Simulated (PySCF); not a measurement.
## A study: C$_{5}$H$_{6}$, SMILES `C=C1[CH]2C[CH]12`

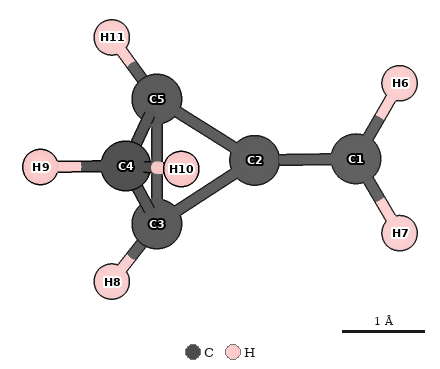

The molecule, with its atoms numbered as below. No frequency check shows the geometry to be a minimum.

Coordinates in Å:

```
C1      -1.9477   -0.0000    0.1864
C2      -0.6594   -0.0000   -0.0494
C3       0.5409    0.7654   -0.3555
C4       1.4711   -0.0000    0.5319
C5       0.5409   -0.7654   -0.3555
H6      -2.4977   -0.9185    0.2974
H7      -2.4977    0.9185    0.2975
H8       0.7537    1.4964   -1.1077
H9       2.5241   -0.0001    0.2733
H10      1.2887   -0.0000    1.6000
H11      0.7537   -1.4963   -1.1078
```

Part 1: Excited states

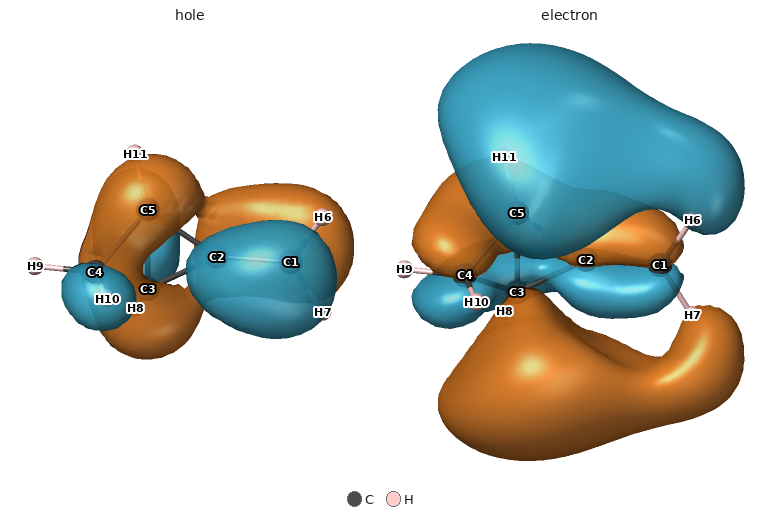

Leading natural transition orbital pair of S₃ (TDA singlet states); the surfaces enclose about 78 % of each orbital's density.

Computed with PySCF, LC-wPBE/def2-SVPD, geometry: GFN2-xTB.

Question: Give its energy and the atoms that hole and electron lie on.

Answer: 7.42 eV (167 nm), f = 0.059, partly diffuse acceptor orbital; the leading pair carries 97 %; hole on C1 (34 %), C2 (19 %) and C3 and C5 (15 % each), electron on C3 and C5 (20 % each), C2 (11 %) and H8 and H11 (10 % each) (atom shares of so diffuse an orbital are rough); their centroids lie 0.6 Å apart. In canonical orbitals it is mainly HOMO → LUMO+2 (68 %). The HOMO–LUMO gap is 11.59 eV.

Part 2: Removing or adding an electron

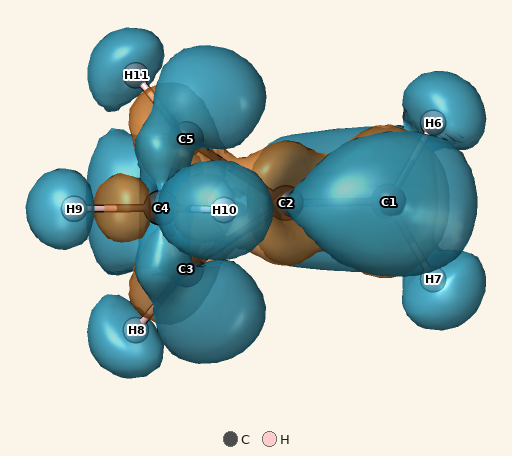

Fukui function f⁻ = ρ(N) − ρ(N−1) at fixed geometry, surfaces at ±0.02 e/Å³ (light blue positive, orange negative).

Level of theory: B3LYP/6-31+G* (PySCF), at a geometry from GFN2-xTB.

Question: Which atoms respond most to the removal of an electron?

Answer: f⁻ (Hirshfeld-condensed) is largest on C1 (0.23); the vertical ionisation energy is 8.48 eV. Condensed values hint at sites of electrophilic attack but needn't mark the atom that reacts. Orbital relaxation makes it negative in places (0.20 e in all).

```json
{"atom": "C1", "f⁻": "+0.23", "charge": "−0.13"}
{"atom": "C2", "f⁻": "+0.11", "charge": "−0.02"}
{"atom": "C3", "f⁻": "+0.12", "charge": "−0.04"}
{"atom": "C4", "f⁻": "+0.07", "charge": "−0.06"}
{"atom": "C5", "f⁻": "+0.12", "charge": "−0.04"}
{"atom": "H6", "f⁻": "+0.07", "charge": "+0.04"}
{"atom": "H7", "f⁻": "+0.07", "charge": "+0.04"}
{"atom": "H8", "f⁻": "+0.06", "charge": "+0.06"}
{"atom": "H9", "f⁻": "+0.05", "charge": "+0.05"}
{"atom": "H10", "f⁻": "+0.06", "charge": "+0.04"}
{"atom": "H11", "f⁻": "+0.06", "charge": "+0.06"}
```

Part 3: Localised orbitals

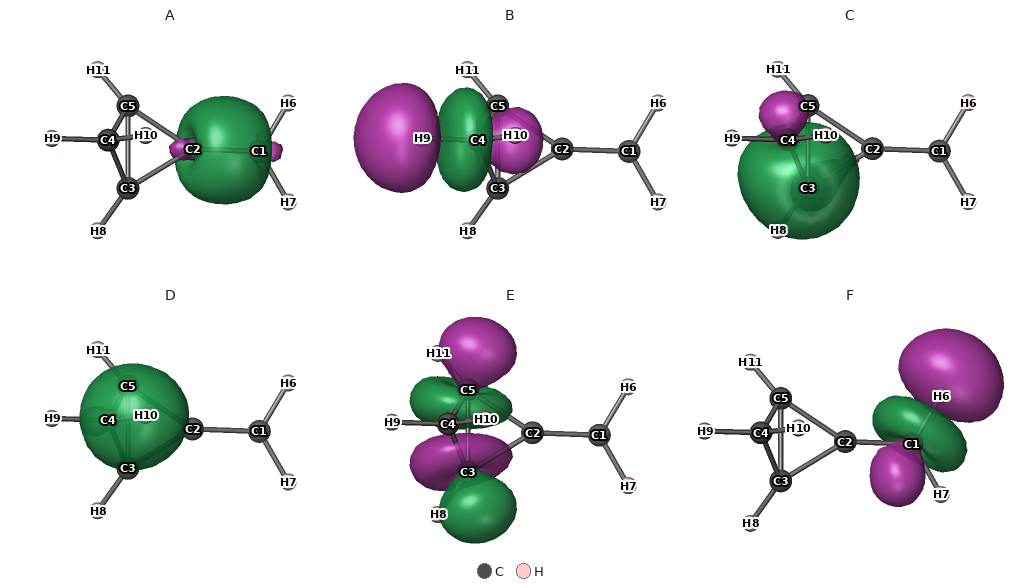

Intrinsic bond orbitals (IBO), occupied and valence-virtual; each surface holds about 85 % of the orbital's density. Energies are diagonal elements of the Fock matrix.

Computed with PySCF, ωB97X/6-311G**, geometry: GFN2-xTB.

Question: What does each orbital represent in a Lewis picture?

Answer: By panel:
- A: σ bond C2–C1 (C2 52 %, C1 48 %; −20.7 eV)
- B: σ* orbital H9–C4 (H9 57 %, C4 42 %; 12.6 eV)
- C: σ bond C3–C4 (C3 50 %, C4 48 %; −16.9 eV)
- D: σ bond C4–H10 (C4 58 %, H10 42 %; −16.5 eV)
- E: σ* orbital C5–C3 (C5 50 %, C3 50 %; 9.3 eV)
- F: σ* orbital H6–C1 (H6 57 %, C1 42 %; 13.4 eV)

Question: How do all the valence pairs divide up?

Answer: 13 pairs: 12 σ bonds and 1 two-centre π bond.
